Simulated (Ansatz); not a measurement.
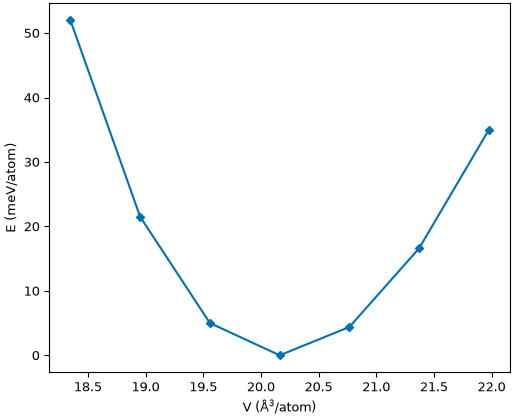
Figure: NaAu$_{2}$ (cubic Laves (MgCu2 type), Fd-3m) under volume change, DFT-r²SCAN in the program Ansatz with PAW potentials, scaled uniformly.

Q: What does a third-order Birch–Murnaghan fit give for V₀, B₀ and B′?

A: V₀ = 20.16 Å³/atom, B₀ = 83.0 GPa, B′ = 5.6.

The workflow started from an entry of the Crystallography Open Database (COD). Its standing as an ambient phase is unchecked. The r²SCAN relaxation kept the symmetry of its start; whether a distortion lowers the energy is not shown. Spin–orbit coupling is left out wherever it is not named.

Potentials: the later of the program's two PAW sets.
